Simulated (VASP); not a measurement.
## ZnSiAsN with vdW-DF-cx: from relaxation to properties

Wanted: the relaxed cell of ZnSiAsN and its properties. The steps: rough relaxation of the start cell, full relaxation (vdW-DF-cx), density, ELF and potential (vdW-DF-cx), band structure (vdW-DF-cx), total and projected DOS (vdW-DF-cx), independent-particle dielectric function (vdW-DF-cx) and self-consistent run (vdW-DF-cx), changed input. The cell is invented: it takes the structure of a Materials Project entry for ZnSiAs2 (space group 160 there), with some of its atoms replaced by other elements, volume scaled by an estimate. It may not be a known or stable phase. The atoms of the start are displaced at random from the sites of a R3m cell.

Program: VASP 6.6.1. Level of theory: vdW-DF-cx; plane waves and PAW (As, Zn, Si, N); invented cell. Results are calculated unless marked as measured.

## (1) Set-up

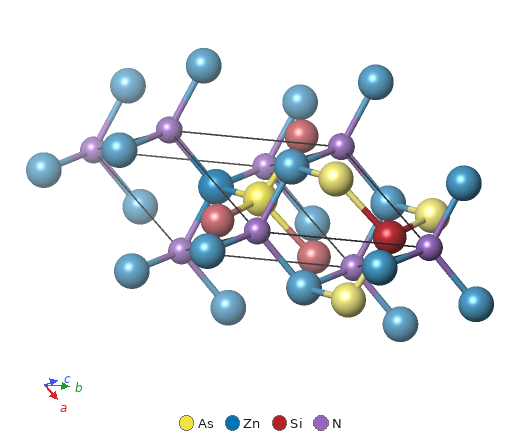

The starting structure, seen slightly off an axis (arsenic yellow, zinc blue, silicon red, nitrogen purple). Some periodic images of atoms are drawn too.

Coordinates:

```xyz
4
Lattice="1.8917 1.0922 6.1264 -1.8917 1.0922 6.1264 0.0000 -2.1844 6.1264" Properties=species:S:1:pos:R:3 pbc="T T T"
As    0.0009   -0.0030    9.1513
Zn    0.0229   -0.0031    6.7509
Si    0.0116    0.0133   16.2241
N    -0.0072   -0.0164    0.0242
```

## (2) Rough relaxation of the start cell

The start is only an estimate, so a cheap relaxation brings it near a minimum before any careful run. vdW-DF-cx takes its exchange from the same plasmon model as its correlation. LUSE_VDW switches on a nonlocal correlation term for dispersion.

INCAR

```
SYSTEM = ZnSiAsN
PREC = Normal
ENCUT = 520
EDIFF = 1E-05
NELM = 60
ISMEAR = 0
SIGMA = 0.05
LREAL = .FALSE.
ALGO = Fast
GGA = CX
AGGAC = 0
LUSE_VDW = .TRUE.
LASPH = .TRUE.
NBANDS = 19
LORBIT = 11
LWAVE = .FALSE.
LCHARG = .FALSE.
KPAR = 2
IBRION = 2
NSW = 40
ISIF = 3
EDIFFG = -0.04
```

POSCAR

```
ZnSiAsN
1.0
    1.8917090000      1.0921790000      6.1263640000
   -1.8917090000      1.0921790000      6.1263640000
    0.0000000000     -2.1843580000      6.1263640000
As Zn Si N
1 1 1 1
Direct
    0.4977060000      0.4972230000      0.4988300000
    0.3728810000      0.3607990000      0.3682560000
    0.8878490000      0.8817030000      0.8786940000
   -0.0030780000      0.0007020000      0.0063180000
```

KPOINTS

```
Automatic mesh
0
Gamma
5 5 5
0 0 0
```

Potentials, in the order of the species: As, Zn, Si and N (PBE family, release 64).

Started as:

```sh
> mpirun -np 2 vasp_std
```

The log of the run:

```text
[banner, memory and clock lines left out]
running    2 mpi-ranks, on    1 nodes
[...]
|                                                                             |
|               ----> ADVICE to this user running VASP <----                  |
|                                                                             |
|     You have switched on vdW-DFT.                                           |
|     This routine was written and supplied by Jiri Klimes. We recommend      |
|     that you carefully read and cite the following publications:            |
|       J. Klimes, D.R. Bowler, A. Michelides                                 |
|          J. Phys.: Cond Matt. 22 022201 (2010)                              |
|       J. Klimes, D.R. Bowler, A. Michelides                                 |
|          Phys. Rev. B. 83, 195131 (2011)                                    |
|     and references therein.                                                 |
|                                                                             |

|                                                                             |
|               ----> ADVICE to this user running VASP <----                  |
|                                                                             |
|     You enforced a specific xc type in the INCAR file but a different       |
|     [... a line on the potential file left out ...]
|     I HOPE YOU KNOW WHAT YOU ARE DOING!                                     |
|                                                                             |

 LDA part: xc-table for (Slater+PW92), standard interpolation
 POSCAR, INCAR and KPOINTS ok, starting setup
[...]
entering main loop
       N       E                     dE             d eps       ncg     rms          rms(c)
DAV:   1     0.136312675315E+03    0.13631E+03   -0.11633E+04  2394   0.140E+03
DAV:   2    -0.115909891679E+00   -0.13643E+03   -0.13084E+03  2582   0.277E+02
DAV:   3    -0.134284091471E+02   -0.13312E+02   -0.13069E+02  2959   0.825E+01
DAV:   4    -0.137552214247E+02   -0.32681E+00   -0.32594E+00  2869   0.126E+01
[...]
RMM:  11    -0.116602304861E+02   -0.39581E-03   -0.25192E-03  2471   0.286E-01    0.604E-02
RMM:  12    -0.116603147173E+02   -0.84231E-04   -0.50397E-04  2487   0.144E-01    0.166E-02
RMM:  13    -0.116603207750E+02   -0.60577E-05   -0.72994E-05  2186   0.731E-02
   1 F= -.11660321E+02 E0= -.11660200E+02  d E =-.116603E+02
[... from here on, the cycles between the ionic steps are left out ...]
   2 F= -.13373856E+02 E0= -.13373856E+02  d E =-.171353E+01
   3 F= -.13402305E+02 E0= -.13402305E+02  d E =-.174198E+01
   4 F= -.13403122E+02 E0= -.13403122E+02  d E =-.174280E+01
   5 F= -.13581614E+02 E0= -.13581614E+02  d E =-.178492E+00
   6 F= -.13582565E+02 E0= -.13582565E+02  d E =-.179443E+00
   7 F= -.13514340E+02 E0= -.13514340E+02  d E =0.682252E-01
   8 F= -.13604562E+02 E0= -.13604562E+02  d E =-.219963E-01
   9 F= -.13604590E+02 E0= -.13604590E+02  d E =-.220243E-01
  10 F= -.13599861E+02 E0= -.13599861E+02  d E =-.172954E-01
[...]
soft stop encountered!  aborting job ...
  11 F= -.13604590E+02 E0= -.13604590E+02  d E =-.220243E-01
[...]
deleting file STOPCAR
```

Wall time 17 min (2 MPI ranks of AMD EPYC 7R43, shared host); peak memory 1 GiB.

Lines that name or quote the potential files are left out of all logs, and their timing lines are given in words.

The run was stopped at its time limit, by a STOPCAR file.

By then 11 ionic steps had been finished.

The next step goes on from the cell that it reached.

## (3) Full relaxation (vdW-DF-cx)

Properties are meant for the cell that this level of theory prefers, so cell and atoms are relaxed first (ISIF = 3) until forces and stress are small; EDIFFG sets the threshold.

INCAR

```
SYSTEM = ZnSiAsN
PREC = Accurate
ENCUT = 520
EDIFF = 1E-06
NELM = 100
ISMEAR = 0
SIGMA = 0.05
LREAL = .FALSE.
ALGO = Normal
GGA = CX
AGGAC = 0
LUSE_VDW = .TRUE.
LASPH = .TRUE.
NBANDS = 19
LORBIT = 11
LWAVE = .FALSE.
LCHARG = .FALSE.
KPAR = 2
IBRION = 2
NSW = 60
ISIF = 3
EDIFFG = -0.01
```

POSCAR

```
ZnSiAsN
1.0
    1.7715124255      1.0283906674      5.8560384210
   -1.7721819513      1.0275168053      5.8564074024
   -0.0010899391     -2.0393720391      5.8531448218
As Zn Si N
1 1 1 1
Direct
    0.5019469234      0.4993156432      0.4987850130
    0.3604078336      0.3514515877      0.3585734123
    0.8987070613      0.8966588045      0.8971079207
    0.9942961817      0.9930009647      0.9976316540
```

KPOINTS

```
Automatic mesh
0
Gamma
7 7 7
0 0 0
```

Started as:

```sh
> mpirun -np 2 vasp_std
```

The log of the run:

```text
[banner, memory and clock lines left out]
running    2 mpi-ranks, on    1 nodes
 distrk:  each k-point on    1 cores,    2 groups
 distr:  one band on    1 cores,    1 groups

 POSCAR found type information on POSCAR AsZnSiN
 POSCAR found :  4 types and       4 ions
 [... a notice as in an earlier step ...]

 [... a notice as in an earlier step ...]

 LDA part: xc-table for (Slater+PW92), standard interpolation
 POSCAR, INCAR and KPOINTS ok, starting setup
 FFT: planning ... GRIDC
 FFT: planning ... GRID_SOFT
 FFT: planning ... GRID
 WAVECAR not read
 entering main loop
       N       E                     dE             d eps       ncg     rms          rms(c)
DAV:   1     0.144552617072E+03    0.14455E+03   -0.11930E+04  6536   0.147E+03
DAV:   2    -0.273187141478E+01   -0.14728E+03   -0.14076E+03  6972   0.297E+02
DAV:   3    -0.158198715965E+02   -0.13088E+02   -0.12910E+02  8123   0.887E+01
DAV:   4    -0.161003331405E+02   -0.28046E+00   -0.27981E+00  7795   0.123E+01
DAV:   5    -0.161031020690E+02   -0.27689E-02   -0.27685E-02  7813   0.133E+00    0.107E+01
DAV:   6    -0.135795738051E+02    0.25235E+01   -0.83853E+00 10891   0.601E+01    0.603E+00
DAV:   7    -0.136920394812E+02   -0.11247E+00   -0.24915E+00  6803   0.125E+01    0.370E+00
DAV:   8    -0.136816519050E+02    0.10388E-01   -0.69195E-01  8546   0.613E+00    0.134E+00
DAV:   9    -0.136430930493E+02    0.38559E-01   -0.22863E-01  8810   0.480E+00    0.348E-01
DAV:  10    -0.136459843842E+02   -0.28913E-02   -0.31543E-02  7022   0.121E+00    0.214E-01
DAV:  11    -0.136459974658E+02   -0.13082E-04   -0.28587E-03  8829   0.609E-01    0.738E-02
DAV:  12    -0.136459518703E+02    0.45596E-04   -0.53593E-04  8854   0.282E-01    0.316E-02
DAV:  13    -0.136459698484E+02   -0.17978E-04   -0.68345E-05  7006   0.754E-02    0.961E-03
DAV:  14    -0.136459687389E+02    0.11095E-05   -0.86885E-06  8890   0.499E-02    0.437E-03
DAV:  15    -0.136459689751E+02   -0.23619E-06   -0.17138E-06  5486   0.109E-02
   1 F= -.13645969E+02 E0= -.13645969E+02  d E =-.136460E+02
 curvature:   0.00 expect dE= 0.000E+00 dE for cont linesearch  0.000E+00
 trial: gam= 0.00000 g(F)=  0.311E-02 g(S)=  0.180E-02 ort = 0.000E+00 (trialstep = 0.100E+01)
 search vector abs. value=  0.490E-02
 bond charge predicted
       N       E                     dE             d eps       ncg     rms          rms(c)
DAV:   1    -0.136566618897E+02   -0.10693E-01   -0.32132E-01  8065   0.812E+00    0.730E-01
DAV:   2    -0.136489041345E+02    0.77578E-02   -0.47124E-02  8033   0.492E+00    0.276E-01
DAV:   3    -0.136478600265E+02    0.10441E-02   -0.27845E-03  7529   0.451E-01    0.142E-01
DAV:   4    -0.136474802369E+02    0.37979E-03   -0.67678E-04  8318   0.246E-01    0.365E-02
DAV:   5    -0.136474722776E+02    0.79593E-05   -0.16933E-04  7078   0.102E-01    0.205E-02
DAV:   6    -0.136474700432E+02    0.22343E-05   -0.22212E-05  8450   0.354E-02    0.110E-02
DAV:   7    -0.136474700381E+02    0.51391E-08   -0.58756E-06  8548   0.408E-02
   2 F= -.13647470E+02 E0= -.13647470E+02  d E =-.150106E-02
[... from here on, the cycles between the ionic steps are left out ...]
   3 F= -.13647729E+02 E0= -.13647729E+02  d E =-.176017E-02
   4 F= -.13648095E+02 E0= -.13648095E+02  d E =-.366332E-03
   5 F= -.13648220E+02 E0= -.13648220E+02  d E =-.490664E-03
   6 F= -.13648471E+02 E0= -.13648471E+02  d E =-.251429E-03
   7 F= -.13648483E+02 E0= -.13648483E+02  d E =-.263143E-03
   8 F= -.13648507E+02 E0= -.13648507E+02  d E =-.241214E-04
   9 F= -.13648509E+02 E0= -.13648509E+02  d E =-.258269E-04
  10 F= -.13648517E+02 E0= -.13648517E+02  d E =-.843788E-05
 trial-energy change:   -0.000008  1 .order   -0.000008   -0.000024    0.000008
 step:   0.5623(harm=  0.5623)  dis= 0.00027  next Energy=   -13.648518 (dE=-0.924E-05)
 bond charge predicted
       N       E                     dE             d eps       ncg     rms          rms(c)
DAV:   1    -0.136485188765E+02   -0.16819E-05   -0.16391E-04  6608   0.116E-01    0.754E-03
DAV:   2    -0.136485184016E+02    0.47491E-06   -0.69500E-06  7371   0.555E-02
  11 F= -.13648518E+02 E0= -.13648518E+02  d E =-.962806E-05
 curvature:  -0.46 expect dE=-0.523E-05 dE for cont linesearch -0.644E-08
 trial: gam= 0.37012 g(F)=  0.104E-04 g(S)=  0.880E-06 ort = 0.867E-06 (trialstep = 0.709E+00)
 search vector abs. value=  0.194E-04
 reached required accuracy - stopping structural energy minimisation
```

It took 41 min on 2 MPI ranks; peak memory 2 GiB; 82 min of CPU time.

From OUTCAR (step 3):

```text
ion  position               nearest neighbor table
   1  0.502  0.499  0.499-   3 2.33   3 2.33   3 2.34   2 2.52
   2  0.360  0.351  0.359-   4 2.09   4 2.11   4 2.12   1 2.52   3 3.01   3 3.01   3 3.02
   3  0.899  0.897  0.897-   4 1.71   1 2.33   1 2.33   1 2.34   2 3.01   2 3.01   2 3.02
   4  0.994  0.993  0.998-   3 1.71   2 2.09   2 2.11   2 2.12

  LATTYP: Found a triclinic cell.
 ALAT       =     6.1383668680
 B/A-ratio  =     0.5773024943
 C/A-ratio  =     1.1645796009
 COS(alpha) =     0.0001147361
 COS(beta)  =     0.2867755970
 COS(gamma) =     0.8661999383

 Subroutine GETGRP returns: Found  1 space group operations
 (whereof  1 operations were pure point group operations)

The static configuration has the point symmetry C_1 .

 Found    172 irreducible k-points:

   k-points           NKPTS =    172   k-points in BZ     NKDIM =    172   number of bands    NBANDS=     19

   dimension x,y,z NGX =    48 NGY =   48 NGZ =   48
   dimension x,y,z NGXF=    96 NGYF=   96 NGZF=   96

   ENCUT  =  520.0 eV  38.22 Ry    6.18 a.u.  11.54 11.54 11.52*2*pi/ulx,y,z

   NELECT =      26.0000    total number of electrons

 k-points in reciprocal lattice and weights: Automatic mesh
   0.00000000  0.00000000  0.00000000       0.003
   0.14285714  0.00000000  0.00000000       0.006
   0.28571429  0.00000000  0.00000000       0.006
   0.42857143  0.00000000  0.00000000       0.006
   0.00000000  0.14285714  0.00000000       0.006
   0.14285714  0.14285714  0.00000000       0.006
   0.28571429  0.14285714  0.00000000       0.006
   0.42857143  0.14285714  0.00000000       0.006
  -0.42857143  0.14285714 -0.00000000       0.006
[...]
-0.28571429 -0.14285714  0.42857143       0.006
  -0.14285714 -0.14285714  0.42857143       0.006

 average (electrostatic) potential at core
       1 -49.7528       2 -34.0687       3 -85.2532       4 -63.8904

 E-fermi :   4.6819

 k-point     1 :       0.0000    0.0000    0.0000
  band No.  band energies     occupation
    ...
      9       2.8439      2.00000
     10       2.8559      2.00000
     11       2.8598      2.00000
     12       4.4678      2.00000
     13       4.4689      2.00000
     14       5.1160      0.00000
     15       7.4288      0.00000
     16       8.4876      0.00000
     17       8.4909      0.00000
     18      11.3951      0.00000
    ...

 k-point     2 :       0.1429    0.0000    0.0000
  band No.  band energies     occupation
    ...
      9       1.5523      2.00000
     10       2.4860      2.00000
     11       2.5574      2.00000
     12       3.1282      2.00000
     13       4.0024      2.00000
     14       6.0433      0.00000
     15       7.6088      0.00000
     16       9.3601      0.00000
     17       9.5855      0.00000
     18      10.6205      0.00000
    ...

 k-point     3 :       0.2857    0.0000    0.0000
  band No.  band energies     occupation
    ...
      9      -0.1791      2.00000
     10       0.8525      2.00000
     11       1.9804      2.00000
     12       2.4224      2.00000
     13       3.2441      2.00000
     14       6.6072      0.00000
     15       7.3981      0.00000
     16       9.1110      0.00000
     17      10.6022      0.00000
     18      11.1010      0.00000
    ...

Total vdW correction in eV:      4.6898375

  Total       -0.0006567      0.0000425      0.0067378      0.0030487     -0.0017797     -0.0010526
  in kB       -0.0164478      0.0010642      0.1687500      0.0763560     -0.0445732     -0.0263624
  external PRESSURE =       0.0511221 kB  Pullay stress =       0.0000000 kB

  energy-cutoff  :      520.00
  volume of cell :       63.97
      direct lattice vectors                 reciprocal lattice vectors
     1.768970651  1.026545427  5.889335894     0.282361092  0.162954868  0.056582091
    -1.772660864  1.026251916  5.890515937    -0.282350461  0.163001260  0.056397103
    -0.002096309 -2.040692442  5.887599366     0.000045958 -0.326084938  0.056824693

 POSITION                                       TOTAL-FORCE (eV/Angst)
 -----------------------------------------------------------------------------------
      0.00119      0.00810      8.83422         0.002750     -0.005411     -0.004340
      0.00728     -0.00173      6.29852        -0.006024      0.004419     -0.002004
     -0.00022      0.01120     15.86443         0.002673     -0.002842      0.008173
      0.00228      0.00711     17.57584         0.000602      0.003834     -0.001829
 -----------------------------------------------------------------------------------
    total drift:                               -0.000412      0.000686      0.000369

  FREE ENERGIE OF THE ION-ELECTRON SYSTEM (eV)
  ---------------------------------------------------
  free  energy   TOTEN  =       -13.6485184016 eV

  energy  without entropy=      -13.6485184016  energy(sigma->0) =      -13.64851840

Total vdW correction in eV:      4.6898514

 reached required accuracy - stopping structural energy minimisation

 total charge
# of ion       s       p       d       tot
------------------------------------------
    1        1.219   1.652   0.049   2.921
    2        0.497   0.443   9.807  10.747
    3        0.735   0.914   0.000   1.649
    4        1.237   2.449   0.000   3.686
--------------------------------------------------
tot          3.689   5.457   9.856  19.002

[... 3 further parts left out ...]
```

CONTCAR:

```
ZnSiAsN
   1.00000000000000
     1.7689706511312457    1.0265454269357472    5.8893358943375524
    -1.7726608638147887    1.0262519163917163    5.8905159372404370
    -0.0020963092727840   -2.0406924417143770    5.8875993659658947
  As              Zn              Si              N
     1     1     1     1
Direct
     0.5015139019696491    0.4992107940928017    0.4993589149291513
     0.3581578170188469    0.3528788577965989    0.3584765068737589
     0.8994056123499244    0.8965955564938854    0.8978390928301579
     0.9962806686615806    0.9917417917167127    0.9964234853669357
```

The gap is read on the k-mesh alone, so it is an upper bound where the band edges lie off the mesh. The PAW data sets were made with PBE, which is usual practice but a small mismatch for other functionals.

The steps of the relaxation:

| step | energy less that of the first step (eV) | largest force (eV/Å) | pressure (GPa) | volume (Å³) |
| --- | --- | --- | --- | --- |
| 1 | 0.0000 | 0.2029 | 0.47 | 63.64 |
| 2 | -0.0015 | 0.1630 | -0.23 | 64.07 |
| 3 | -0.0018 | 0.0609 | -0.01 | 63.95 |
| 4 | -0.0021 | 0.1129 | -0.29 | 64.06 |
| 5 | -0.0023 | 0.0676 | -0.21 | 64.03 |
| 6 | -0.0025 | 0.0116 | 0.07 | 63.92 |
| 7 | -0.0025 | 0.0120 | 0.02 | 63.94 |
| 8 | -0.0025 | 0.0129 | 0.00 | 63.95 |
| 9 | -0.0025 | 0.0156 | 0.01 | 63.96 |
| 10 | -0.0025 | 0.0160 | -0.02 | 63.97 |
| 11 | -0.0025 | 0.0091 | 0.01 | 63.97 |

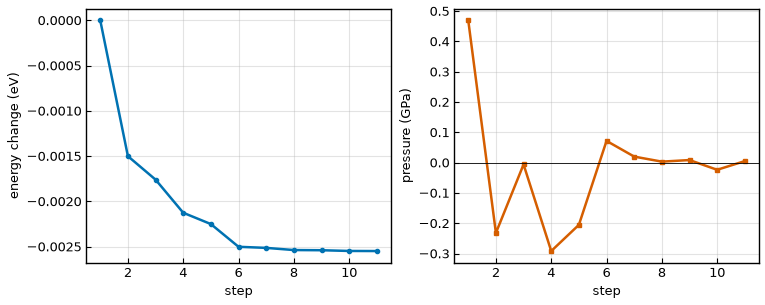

Energy and pressure along the relaxation.

| cell as run | before | after | change |
| --- | --- | --- | --- |
| a (Å) | 6.204 | 6.234 | +0.5 % |
| b (Å) | 6.204 | 6.236 | +0.5 % |
| c (Å) | 6.198 | 6.231 | +0.5 % |
| α (°) | 33.18 | 33.00 | -0.5 % |
| β (°) | 33.20 | 33.01 | -0.6 % |
| γ (°) | 33.19 | 33.00 | -0.6 % |
| volume (Å³/atom) | 15.91 | 15.99 | +0.5 % |

The relaxed structure:

```xyz
4
Lattice="1.7690 1.0265 5.8893 -1.7727 1.0263 5.8905 -0.0021 -2.0407 5.8876" Properties=species:S:1:pos:R:3 pbc="T T T"
As    0.0012    0.0081    8.8342
Zn    0.0073   -0.0017    6.2985
Si   -0.0002    0.0112   15.8644
N     0.0023    0.0071   17.5758
```

Numbers from this step:

- electrons: 26
- bands: 19
- irreducible k-points: 172
- symmetry operations: 1
- free energy (TOTEN): -13.65 eV
- Fermi energy: 4.682 eV
- pressure: 0.005112 GPa
- metallic: no
- valence top at k: 0, 0, 0
- conduction bottom at k: 0, 0, 0
- least direct gap at k: 0, 0, 0
- SCF cycles over all ionic steps: 66
- gap on the k-mesh: 0.6471 eV
- least direct gap on the k-mesh: 0.6471 eV

It ends with a largest force of 0.009 eV/Å and a pressure of 0.01 GPa.

(Part 1 of 3 ends here.)

[Lines on the potential files, build, host, timing and source positions are cut from VASP's logs without a mark.]

[Logs are printed without paths, hosts, clocks, repeated set-up lines and the standing remarks that a program may print on its own settings, such as how far it seeks lower states.]

[Hosts, paths, dates, database ids (printed as entryN), source tags and the programs' standing remarks are cut or masked in the printed files.]

[A measured line is paired with the nearest computed mode of its activity, which favours agreement.]
